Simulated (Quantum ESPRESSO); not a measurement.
# LaCrGe3: parallel and opposed starts, part 2 of 3

Wanted: the moments of LaCrGe3 and the energy of each order that was tried.

Quantum ESPRESSO 7.5; LDA; plane waves with GBRV 1.5 LDA potentials, no spin-orbit coupling.

So far, absolute magnetization (μB): step 2 (run 1, typed as ferro ++) 3.60.

## Step 3: Start 2: antiferro +−

Contents of pw.in:

```
&CONTROL
  calculation = 'scf'
  prefix = 'pwscf'
  outdir = './tmp'
  pseudo_dir = './pseudo'
  disk_io = 'nowf'
/
&SYSTEM
  ibrav = 0
  celldm(1) = 8
  nat = 10
  ntyp = 4
  ecutwfc = 40
  ecutrho = 280
  nbnd = 83
  occupations = 'smearing'
  smearing = 'fd'
  degauss = 0.00734986
  nspin = 2
  starting_magnetization(1) = 0
  starting_magnetization(2) = 0.1786
  starting_magnetization(3) = -0.1786
  starting_magnetization(4) = 0
/
&ELECTRONS
  conv_thr = 2d-08
  electron_maxstep = 150
  mixing_beta = 0.3
/
ATOMIC_SPECIES
La    138.9055 la_lda_v1.uspp.F.UPF
Cr1    51.9961 cr_lda_v1.5.uspp.F.UPF
Cr2    51.9961 cr_lda_v1.5.uspp.F.UPF
Ge     72.6300 ge_lda_v1.4.uspp.F.UPF
CELL_PARAMETERS alat
   1.4646322328912    0.0000000000000    0.0000000000000
  -0.7323161164456    1.2684087208794    0.0000000000000
   0.0000000000000    0.0000000000000    1.3620201043240
ATOMIC_POSITIONS crystal
La      0.3333333333    0.6666666667    0.7500000000
La      0.6666666667    0.3333333333    0.2500000000
Cr1     0.0000000000    0.0000000000    0.0000000000
Cr2     0.0000000000    0.0000000000    0.5000000000
Ge      0.1933500000    0.3867000000    0.2500000000
Ge      0.8066500000    0.1933500000    0.7500000000
Ge      0.6133000000    0.8066500000    0.2500000000
Ge      0.8066500000    0.6133000000    0.7500000000
Ge      0.1933500000    0.8066500000    0.2500000000
Ge      0.3867000000    0.1933500000    0.7500000000
K_POINTS automatic
6 6 6 0 0 0
```

On the command line:

```sh
OMP_NUM_THREADS=1 mpirun -n 4 pw.x -nk 4 -in pw.in > pw.out
```

The log of the run:

```text
[banner, memory and clock lines left out]
Program PWSCF v.7.5 starts

     Message from routine setup:
     using ibrav=0 with symmetry is DISCOURAGED, use correct ibrav instead

     bravais-lattice index     =            0
     lattice parameter (alat)  =       8.0000  a.u.
     unit-cell volume          =    1295.5115 (a.u.)^3
     number of atoms/cell      =           10
     number of atomic types    =            4
     number of electrons       =       134.00
     number of Kohn-Sham states=           83
     kinetic-energy cutoff     =      40.0000  Ry
     charge density cutoff     =     280.0000  Ry
     scf convergence threshold =      2.0E-08
     mixing beta               =       0.3000
     number of iterations used =            8  plain     mixing
     Exchange-correlation=  SLA  PZ   NOGX NOGC
                           (   1   1   0   0   0   0   0)

     celldm(1)=   8.000000  celldm(2)=   0.000000  celldm(3)=   0.000000
     celldm(4)=   0.000000  celldm(5)=   0.000000  celldm(6)=   0.000000

     crystal axes: (cart. coord. in units of alat)
               a(1) = (   1.464632   0.000000   0.000000 )
               a(2) = (  -0.732316   1.268409   0.000000 )
               a(3) = (   0.000000   0.000000   1.362020 )

     reciprocal axes: (cart. coord. in units 2 pi/alat)
               b(1) = (  0.682765  0.394195 -0.000000 )
               b(2) = (  0.000000  0.788389  0.000000 )
               b(3) = (  0.000000 -0.000000  0.734204 )

     PseudoPot. # 1 for La read from file:
     la_lda_v1.uspp.F.UPF
     Pseudo is Ultrasoft + core correction, Zval = 11.0

     PseudoPot. # 2 for Cr read from file:
     cr_lda_v1.5.uspp.F.UPF
     Pseudo is Ultrasoft + core correction, Zval = 14.0

     PseudoPot. # 3 for Cr read from file:
     cr_lda_v1.5.uspp.F.UPF
     Pseudo is Ultrasoft + core correction, Zval = 14.0

     PseudoPot. # 4 for Ge read from file:
     ge_lda_v1.4.uspp.F.UPF
     Pseudo is Ultrasoft + core correction, Zval = 14.0

     atomic species   valence    mass     pseudopotential
     La               11.00   138.90550     La( 1.00)
     Cr1              14.00    51.99610     Cr( 1.00)
     Cr2              14.00    51.99610     Cr( 1.00)
     Ge               14.00    72.63000     Ge( 1.00)

     Starting magnetic structure
     atomic species   magnetization
     La              0.000
     Cr1             0.179
     Cr2            -0.179
     Ge              0.000

     12 Sym. Ops., with inversion, found

   Cartesian axes

     site n.     atom                  positions (alat units)
         1        La     tau(   1) = (  -0.0000000   0.8456058   1.0215151  )
         2        La     tau(   2) = (   0.7323161   0.4228029   0.3405050  )
         3        Cr1    tau(   3) = (   0.0000000   0.0000000   0.0000000  )
         4        Cr2    tau(   4) = (   0.0000000   0.0000000   0.6810101  )
         5        Ge     tau(   5) = (  -0.0000000   0.4904937   0.3405050  )
         6        Ge     tau(   6) = (   1.0398523   0.2452468   1.0215151  )
         7        Ge     tau(   7) = (   0.3075362   1.0231619   0.3405050  )
         8        Ge     tau(   8) = (   0.7323161   0.7779151   1.0215151  )
         9        Ge     tau(   9) = (  -0.3075362   1.0231619   0.3405050  )
        10        Ge     tau(  10) = (   0.4247800   0.2452468   1.0215151  )

     number of k points=    34  Fermi-Dirac smearing, width (Ry)=  0.0073
                       cart. coord. in units 2pi/alat
        k(    1) = (   0.0000000   0.0000000   0.0000000), wk =   0.0046296
        k(    2) = (   0.0000000   0.0000000   0.1223673), wk =   0.0092593
        k(    3) = (   0.0000000   0.0000000   0.2447345), wk =   0.0092593
        k(    4) = (   0.0000000   0.0000000  -0.3671018), wk =   0.0046296
        k(    5) = (   0.0000000   0.1313982   0.0000000), wk =   0.0277778
        [... 29 further k-points ...]

     Dense  grid:   102491 G-vectors     FFT dimensions: (  64,  64,  60)

     Smooth grid:    44245 G-vectors     FFT dimensions: (  48,  48,  45)

     Check: negative core charge=   -0.000002
     Generating pointlists ...
     new r_m :   0.3034 (alat units)  2.4269 (a.u.) for type    1
     new r_m :   0.2463 (alat units)  1.9704 (a.u.) for type    2
     new r_m :   0.2463 (alat units)  1.9704 (a.u.) for type    3
     new r_m :   0.2463 (alat units)  1.9704 (a.u.) for type    4

     Initial potential from superposition of free atoms

     starting charge     131.9384, renormalised to     134.0000

     negative rho (up, down):  8.523E-02 8.523E-02
     Starting wfcs are  114 randomized atomic wfcs

     Self-consistent Calculation

     iteration #  1     ecut=    40.00 Ry     beta= 0.30
     Davidson diagonalization with overlap
     ethr =  1.00E-02,  avg # of iterations =  2.0

     negative rho (up, down):  8.115E-02 8.115E-02

     total energy              =   -1827.25068705 Ry
     estimated scf accuracy    <      17.64524547 Ry

     total magnetization       =    -0.00 Bohr mag/cell
     absolute magnetization    =     2.34 Bohr mag/cell

     iteration #  2     ecut=    40.00 Ry     beta= 0.30
     Davidson diagonalization with overlap
     ethr =  1.00E-02,  avg # of iterations =  6.1

     negative rho (up, down):  2.725E-02 2.729E-02

     total energy              =   -1832.00769800 Ry
     estimated scf accuracy    <      54.77481451 Ry

     total magnetization       =     0.00 Bohr mag/cell
     absolute magnetization    =     0.17 Bohr mag/cell

     [... further iterations left out ...]

     iteration # 18     ecut=    40.00 Ry     beta= 0.30
     Davidson diagonalization with overlap
     ethr =  8.84E-11,  avg # of iterations =  2.7

     negative rho (up, down):  5.419E-02 5.420E-02

     total energy              =   -1834.25958379 Ry
     estimated scf accuracy    <       0.00000005 Ry

     total magnetization       =    -0.01 Bohr mag/cell
     absolute magnetization    =     3.17 Bohr mag/cell

     iteration # 19     ecut=    40.00 Ry     beta= 0.30
     Davidson diagonalization with overlap
     ethr =  3.70E-11,  avg # of iterations =  4.0

     negative rho (up, down):  5.420E-02 5.420E-02

     Magnetic moment per site  (integrated on atomic sphere of radius R)
     atom   1 (R=0.303)  charge=  8.3362  magn=  0.0001
     atom   2 (R=0.303)  charge=  8.3362  magn=  0.0001
     atom   3 (R=0.246)  charge= 12.2461  magn=  1.2928
     atom   4 (R=0.246)  charge= 12.2461  magn= -1.3062
     atom   5 (R=0.246)  charge= 12.0305  magn=  0.0001
     atom   6 (R=0.246)  charge= 12.0305  magn=  0.0001
     atom   7 (R=0.246)  charge= 12.0305  magn=  0.0001
     atom   8 (R=0.246)  charge= 12.0305  magn=  0.0001
     atom   9 (R=0.246)  charge= 12.0305  magn=  0.0001
     atom  10 (R=0.246)  charge= 12.0305  magn=  0.0001

     End of self-consistent calculation

     [... lines left out ...]
     the Fermi energy is    13.0866 ev

!    total energy              =   -1834.25958378 Ry
     estimated scf accuracy    <       0.00000002 Ry
     smearing contrib. (-TS)   =      -0.01510128 Ry
     internal energy E=F+TS    =   -1834.24448250 Ry

     The total energy is F=E-TS. E is the sum of the following terms:
     one-electron contribution =    -942.56175203 Ry
     hartree contribution      =     583.90215658 Ry
     xc contribution           =    -486.24043450 Ry
     ewald contribution        =    -989.34445256 Ry

     total magnetization       =    -0.01 Bohr mag/cell
     absolute magnetization    =     3.17 Bohr mag/cell

     convergence has been achieved in  19 iterations
```

Elapsed: 2.6 min, on 4 MPI ranks of AMD EPYC 9R45, shared host; peak memory 1.9 GiB; 10 min of CPU time.

Spin moment in the atom's sphere by atom:

| atom | spin moment in the atom's sphere (μB) |
| --- | --- |
| La1 | 0.00 |
| La2 | 0.00 |
| Cr3 | 1.29 |
| Cr4 | -1.31 |
| Ge5 | 0.00 |
| Ge6 | 0.00 |
| Ge7 | 0.00 |
| Ge8 | 0.00 |
| Ge9 | 0.00 |
| Ge10 | 0.00 |

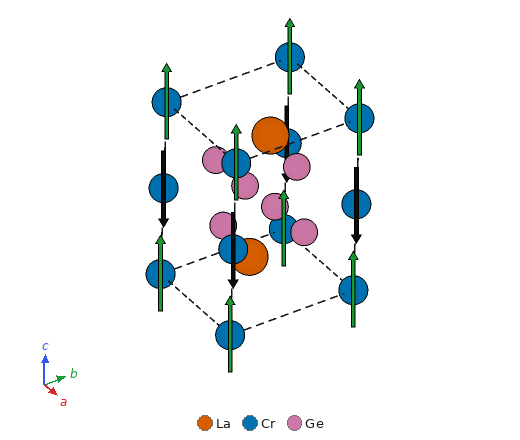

Spin moment in the atom's sphere as arrows, the longest 1.31 μB. Up and down stand for the sign. Arrows give size and sign along the axis of quantisation, drawn up and down the page. The two directions have two colours. Some periodic images of atoms are drawn too.

This step gave:

```
smearing term TS       : 0.2055 eV
magnetization          : -0.013 μB
absolute magnetization : 3.173 μB
final state            : antiferromagnetic
```

## Step 4: Ranking

An order is kept where moments of 0.15 μB or more survive with the typed signs; meshes match where a doubled cell samples the same k points as the first cell.

Orders:

| start | final state | typed order kept | energy over the lowest (meV a seeded atom) | largest site moment (μB) | net moment (μB a cell of the first run) | mesh matched | CPU time (s) |
| --- | --- | --- | --- | --- | --- | --- | --- |
| ferro ++ | ferromagnetic | yes | 0 | 1.405 | 2.597 | yes | 572.7 |
| antiferro +- | antiferromagnetic | yes | 51.67 | 1.306 | 0.0133 | yes | 629.9 |

## Step 5: The lowest state again, with its states saved

Edit pw.in of step 3 so:

```diff
@@ -5,3 +5,3 @@
   pseudo_dir = './pseudo'
-  disk_io = 'nowf'
+  disk_io = 'low'
 /
@@ -11,6 +11,6 @@
   nat = 10
-  ntyp = 4
+  ntyp = 3
   ecutwfc = 40
   ecutrho = 280
-  nbnd = 83
+  nbnd = 90
   occupations = 'smearing'
@@ -21,4 +21,3 @@
   starting_magnetization(2) = 0.1786
-  starting_magnetization(3) = -0.1786
-  starting_magnetization(4) = 0
+  starting_magnetization(3) = 0
 /
@@ -31,4 +30,3 @@
 La    138.9055 la_lda_v1.uspp.F.UPF
-Cr1    51.9961 cr_lda_v1.5.uspp.F.UPF
-Cr2    51.9961 cr_lda_v1.5.uspp.F.UPF
+Cr     51.9961 cr_lda_v1.5.uspp.F.UPF
 Ge     72.6300 ge_lda_v1.4.uspp.F.UPF
@@ -41,4 +39,4 @@
 La      0.6666666667    0.3333333333    0.2500000000
-Cr1     0.0000000000    0.0000000000    0.0000000000
-Cr2     0.0000000000    0.0000000000    0.5000000000
+Cr      0.0000000000    0.0000000000    0.0000000000
+Cr      0.0000000000    0.0000000000    0.5000000000
 Ge      0.1933500000    0.3867000000    0.2500000000
```

The log of the run:

```text
     [... lines left out ...]
Program PWSCF v.7.5 starts
     [... lines left out ...]
     number of atoms/cell      =           10
     [... lines left out ...]
     number of electrons       =       134.00
     number of Kohn-Sham states=           90
     kinetic-energy cutoff     =      40.0000  Ry
     charge density cutoff     =     280.0000  Ry
     scf convergence threshold =      2.0E-08
     [... lines left out ...]
     24 Sym. Ops., with inversion, found (12 have fractional translation)
     [... lines left out ...]
     number of k points=    28  Fermi-Dirac smearing, width (Ry)=  0.0073
     [... lines left out ...]
     iteration # 18     ecut=    40.00 Ry     beta= 0.30
     [... lines left out ...]
     Magnetic moment per site  (integrated on atomic sphere of radius R)
     atom   1 (R=0.303)  charge=  8.3352  magn= -0.0432
     atom   2 (R=0.303)  charge=  8.3352  magn= -0.0432
     atom   3 (R=0.246)  charge= 12.2502  magn=  1.4051
     atom   4 (R=0.246)  charge= 12.2502  magn=  1.4051
     atom   5 (R=0.246)  charge= 12.0298  magn= -0.0286
     atom   6 (R=0.246)  charge= 12.0298  magn= -0.0286
     atom   7 (R=0.246)  charge= 12.0298  magn= -0.0286
     atom   8 (R=0.246)  charge= 12.0298  magn= -0.0286
     atom   9 (R=0.246)  charge= 12.0298  magn= -0.0286
     atom  10 (R=0.246)  charge= 12.0298  magn= -0.0286
     [... lines left out ...]
     the Fermi energy is    13.0758 ev
!    total energy              =   -1834.26717885 Ry
     estimated scf accuracy    <          2.7E-10 Ry
     smearing contrib. (-TS)   =      -0.01051167 Ry
     [... lines left out ...]
     total magnetization       =     2.60 Bohr mag/cell
     absolute magnetization    =     3.60 Bohr mag/cell
     convergence has been achieved in  18 iterations
```

Wall time 2.2 min (4 MPI ranks); peak memory 1.9 GiB.

Read from the output:

* smearing term TS: 0.1430 eV
* magnetization: 2.598 μB
* absolute magnetization: 3.597 μB
* final state: ferromagnetic
* largest moment: 1.405 μB

(Part 2 of 3 ends here.)

[Logs and program files are shortened in this print: banners, set-up blocks, solver, clock and traceback lines can be left out without a mark of their own.]

[Logs are printed without paths, hosts, clocks, repeated set-up lines and the standing remarks that a program may print on its own settings, such as how far it seeks lower states.]

[Hosts, paths, dates, database ids (printed as entryN), source tags and the programs' standing remarks are cut or masked in the printed files.]

[Where a cell is said to come from a database of computed structures, the database is the Materials Project.]
